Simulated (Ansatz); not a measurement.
**SiH₄ (singlet): correlated methods under varied settings at distance H1–H2 along a hydrogen transfer = 0.887 Å**

What do other methods and options give for SiH₄ (singlet) at this geometry, and how long do they take?

Method: the settings change from run to run; program: Ansatz 0.2.0, Gaussian basis.

4 further runs of the same task are left out: 4 that didn't finish.

## 1. The system

The geometry derives from fragments relaxed apart (PBE0/def2-TZVP) and kept rigid, so it is no stationary point. A hydrogen atom is moved between rigid fragments.

5 atoms, charge 0, spin multiplicity 1.

Atoms are counted from 1 here; the program's logs count them from 0.

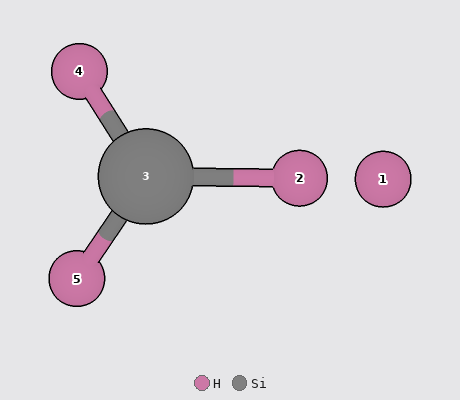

The geometry (hydrogen pink, silicon grey); atoms are numbered from 1 in the order of the file.

## 2. CASSCF(4,3)/cc-pVDZ

The input, in.yaml:

```yaml
crystal:
  periodic: [false, false, false]
  atoms:
    - {symbol: H, position_ang: [-2.424341, 0.054876, 0.000000]}
    - {symbol: H, position_ang: [-1.537341, 0.054876, 0.000000]}
    - {symbol: Si, position_ang: [0.091659, 0.054876, 0.000000]}
    - {symbol: H, position_ang: [0.703839, -0.819409, 1.090012]}
    - {symbol: H, position_ang: [0.703839, -0.819409, -1.090012]}
basis:
  gaussian: {orbitals: cc-pVDZ, fitting: {mean_field: def2-universal-jkfit}}
correlation: {active_space: {window: {electrons: 4, orbitals: 3}, states: [{multiplicity: 1, weights: [0.5, 0.5, 0.5, 1]}, {multiplicity: 3, weights: [1]}]}}
output: {forces: true}
```

Run with:

```console
$ ansatz run in.yaml --threads 1 --pin off --events-out ev --progress --plain --max-ram 2393MiB
```

Log:

```text
Functional definition: HF
  name "HF"
  cite "Fock, Z. Phys. 61, 126 (1930) doi:10.1007/BF01340294"
  parent pbe
  exchange = exact_x
  correlation = 0
200 factors; integrals over basis functions are off by at most 3.8e-1 eV
mean field evaluation 1: about -7920.5639 eV, gradient 9.4e0 eV
mean field evaluation 2: about -7921.0516 eV, gradient 2.4e0 eV
mean field evaluation 4: about -7921.0934 eV, gradient 1.2e-1 eV
mean field -7921.09356773 eV, -291.0948195040 hartree, gradient 6.2e-7 eV, S^2 0.000000; 0 other end points of the search recorded, 0 dependent functions left out
reference -7921.09356773 eV, -291.0948195040 hartree; 9, 9 occupied and 29, 29 virtual orbitals, 200 factors
state -7921.21386290 eV, -291.0992402701 hartree
state -7918.18166942 eV, -290.9878092150 hartree
state -7915.38173346 eV, -290.8849134661 hartree
state -7915.27810910 eV, -290.8811053414 hartree
state -7920.29069353 eV, -291.0653144213 hartree
an earlier search ended where averaged states of different weights were degenerate, so these states were given the mean of their weights and the orbitals were optimised with it; in the result, neighbours among these states lie up to 1.0e-1 eV apart
the calculation of the forces begins
Total energy: -7917.99524046 eV, -290.9809580770 hartree
Atom 0 at    -2.424341     0.054876     0.000000 Å, force     0.298856     0.207712    -0.000000 eV/Å
Atom 1 at    -1.537341     0.054876     0.000000 Å, force    -3.043820    -0.231421    -0.000000 eV/Å
Atom 2 at     0.091659     0.054876     0.000000 Å, force     3.124973    -0.756869     0.000000 eV/Å
Atom 3 at     0.703839    -0.819409     1.090012 Å, force    -0.190005     0.390289     0.479650 eV/Å
Atom 4 at     0.703839    -0.819409    -1.090012 Å, force    -0.190005     0.390289    -0.479650 eV/Å
Dipole moment:     0.018074    -0.007110     0.000000 e Å
```

Wall time 0.87 s (1 thread of Arm Neoverse N1, shared host).

From the report: 9 determinants; active occupations (of the averaged states) 1.78, 1.15, 1.07.

## 3. MP2 on UHF/STO-3G

in.yaml, as its differences from that of step 2:

```diff
@@ -9,4 +9,5 @@
 basis:
-  gaussian: {orbitals: cc-pVDZ, fitting: {mean_field: def2-universal-jkfit}}
-correlation: {active_space: {window: {electrons: 4, orbitals: 3}, states: [{multiplicity: 1, weights: [0.5, 0.5, 0.5, 1]}, {multiplicity: 3, weights: [1]}]}}
+  gaussian: {orbitals: STO-3G}
+magnetization: {spin_polarized: true, initial_magnetization: 0}
+correlation: {method: mp2, electrons: valence}
 output: {forces: true}
```

Launched as before.

Log (excerpt; [...] marks lines left out):

```text
Functional definition: HF
  name "HF"
  cite "Fock, Z. Phys. 61, 126 (1930) doi:10.1007/BF01340294"
  parent pbe
[...]
142 factors; integrals over basis functions are off by at most 2.4e-5 eV
[...]
mean field -7829.49824430 eV, -287.7287534535 hartree, gradient 3.6e-6 eV, S^2 0.497478; 1 other end points of the search recorded, 0 dependent functions left out
5 core orbitals not correlated: weight in the atoms' cores, before any rotation towards them, 1.000 or more for the frozen orbitals, at most 0.000 for the correlated occupied ones
reference -7829.49824430 eV, -287.7287534535 hartree; 4, 4 occupied and 4, 4 virtual orbitals, 142 factors
second order -1.18351946 eV of doubles, -0.00000000 eV of singles
[...]
Total energy: -7830.68176376 eV, -287.7722469916 hartree
Atom 0 at    -2.424341     0.054876     0.000000 Å, force     2.358435    -0.528185    -0.000000 eV/Å
Atom 1 at    -1.537341     0.054876     0.000000 Å, force    -5.274280     0.341337    -0.000000 eV/Å
Atom 2 at     0.091659     0.054876     0.000000 Å, force     4.739347    -1.154884     0.000000 eV/Å
Atom 3 at     0.703839    -0.819409     1.090012 Å, force    -0.911751     0.670866    -0.743224 eV/Å
Atom 4 at     0.703839    -0.819409    -1.090012 Å, force    -0.911751     0.670866     0.743224 eV/Å
Dipole moment:    -0.023623     0.045406     0.000000 e Å
```

Run time: 0.18 s. Hardware: 1 thread of Arm Neoverse N1, shared host.

From the report: ⟨S²⟩ of the determinant 0.497 (pure singlet: 0.00).

## 4. CCSD on RHF/cc-pVTZ

in.yaml, as its differences from that of step 3:

```diff
@@ -9,5 +9,5 @@
 basis:
-  gaussian: {orbitals: STO-3G}
-magnetization: {spin_polarized: true, initial_magnetization: 0}
-correlation: {method: mp2, electrons: valence}
-output: {forces: true}
+  gaussian: {orbitals: cc-pVTZ}
+magnetization: {spin_polarized: false}
+correlation: {method: ccsd, electrons: outside_noble_gas}
+accuracy: high
```

The command is unchanged.

Log (excerpt; [...] marks lines left out):

```text
Functional definition: HF
  name "HF"
  cite "Fock, Z. Phys. 61, 126 (1930) doi:10.1007/BF01340294"
  parent pbe
[...]
1438 factors; integrals over basis functions are off by at most 3.3e-9 eV
[...]
mean field -7921.50470792 eV, -291.1099286274 hartree, gradient 1.6e-8 eV, S^2 0.000000; 0 other end points of the search recorded, 0 dependent functions left out; unrestricted orbitals would lower it
5 core orbitals not correlated: weight in the atoms' cores, before any rotation towards them, 1.000 or more for the frozen orbitals, at most 0.000 for the correlated occupied ones
reference -7921.50470792 eV, -291.1099286274 hartree; 4, 4 occupied and 81, 81 virtual orbitals, 1438 factors
second order -4.23287330 eV of doubles, -0.00000000 eV of singles
cycle   1  -4.86632715 eV  change   -6.3e-1 eV  update   7.3e-2
[...]
cycle  26  -5.18949610 eV  change   2.6e-10 eV  update  5.0e-10
Total energy: -7926.69420403 eV, -291.3006390917 hartree
```

Wall time 8.5 s (1 thread of Arm Neoverse N1, shared host); peak memory 0.43 GiB.

From the report: correlation -5.1895 eV; T1 0.018; largest double amplitude 0.14.

## 5. CCSDT(Q) on RHF/cc-pVDZ

in.yaml, as its differences from that of step 4:

```diff
@@ -9,5 +9,5 @@
 basis:
-  gaussian: {orbitals: cc-pVTZ}
+  gaussian: {orbitals: cc-pVDZ, point_charges: [{charge: -0.50, position_ang: [5.124, 0.288, 0.209]}]}
 magnetization: {spin_polarized: false}
-correlation: {method: ccsd, electrons: outside_noble_gas}
-accuracy: high
+correlation: {method: ccsdt_q, electrons: valence}
+output: {forces: true}
```

The command is unchanged.

Log (excerpt; [...] marks lines left out):

```text
Functional definition: HF
  name "HF"
  cite "Fock, Z. Phys. 61, 126 (1930) doi:10.1007/BF01340294"
  parent pbe
[...]
692 factors; integrals over basis functions are off by at most 1.8e-7 eV
[...]
mean field -7921.10997076 eV, -291.0954223041 hartree, gradient 1.1e-6 eV, S^2 0.000000; 0 other end points of the search recorded, 0 dependent functions left out; unrestricted orbitals would lower it
[...]
5 core orbitals not correlated: weight in the atoms' cores, before any rotation towards them, 1.000 or more for the frozen orbitals, at most 0.000 for the correlated occupied ones
reference -7921.10997076 eV, -291.0954223041 hartree; 4, 4 occupied and 29, 29 virtual orbitals, 692 factors
second order -3.48110359 eV of doubles, -0.00000000 eV of singles
cycle   1  -4.16214260 eV  change   -6.8e-1 eV  update   7.8e-2
[...]
cycle  16  -4.63600891 eV  change   -5.6e-7 eV  update   5.8e-7
perturbative correction -0.00513650 eV, -0.0001887627 hartree
[...]
Total energy: -7925.75111616 eV, -291.2659812520 hartree
Atom 0 at    -2.424341     0.054876     0.000000 Å, force     0.624117    -0.677317     0.000455 eV/Å
Atom 1 at    -1.537341     0.054876     0.000000 Å, force    -2.766907     0.504826    -0.001180 eV/Å
Atom 2 at     0.091659     0.054876     0.000000 Å, force     3.034738     0.427358     0.008800 eV/Å
Atom 3 at     0.703839    -0.819409     1.090012 Å, force    -0.438140    -0.129043     0.192713 eV/Å
Atom 4 at     0.703839    -0.819409    -1.090012 Å, force    -0.432015    -0.132598    -0.199189 eV/Å
Dipole moment:    -0.025326    -0.006539     0.003746 e Å
```

Run time: 44 s. Hardware: 1 thread of Arm Neoverse N1, shared host; peak memory 0.37 GiB.

From the report: correlation -4.6411 eV; T1 0.019; largest double amplitude 0.18.

## 6. All runs side by side

| level | correlated | functions | energy (eV) | time |
| --- | --- | --- | --- | --- |
| CASSCF(4,3)/cc-pVDZ (mean of several states) |  | 38 | -7917.9952 | 0.87 s |
| MP2 on UHF/STO-3G | valence | 13 | -7830.6818 | 0.18 s |
| CCSD on RHF/cc-pVTZ | outside noble gas | 90 | -7926.6942 | 8.5 s |
| CCSDT(Q) on RHF/cc-pVDZ (beside a point charge) | valence | 38 | -7925.7511 | 44 s |

## 7. Outcome

| quantity | value |
| --- | --- |
| runs | 4 |
| quickest | MP2 on UHF/STO-3G, 0.18 s |
| slowest | CCSDT(Q) on RHF/cc-pVDZ (beside a point charge), 44 s |

Total energies in different bases, with other cores or another treatment of relativity can't be set against each other. CCSDT(Q) on RHF/cc-pVDZ (beside a point charge) took 242 times as long as MP2 on UHF/STO-3G; the jobs differ in more than the method.
